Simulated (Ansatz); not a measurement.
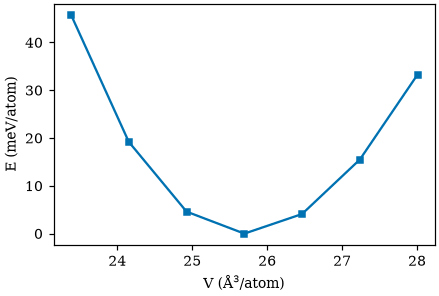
Fig. 1. PbS (rock salt, Fm-3m) under volume change, DFT-PBEsol in the program Ansatz with PAW potentials, shape and atoms relaxed at each volume.

### Question
What does a third-order Birch–Murnaghan fit give for V₀, B₀ and B′?

### Answer
V₀ = 25.70 Å³/atom, B₀ = 59.6 GPa, B′ = 4.2.

The PBEsol relaxation kept the symmetry of its start. Spin–orbit coupling is left out wherever it is not named.

Potentials: the later of the program's two PAW sets.
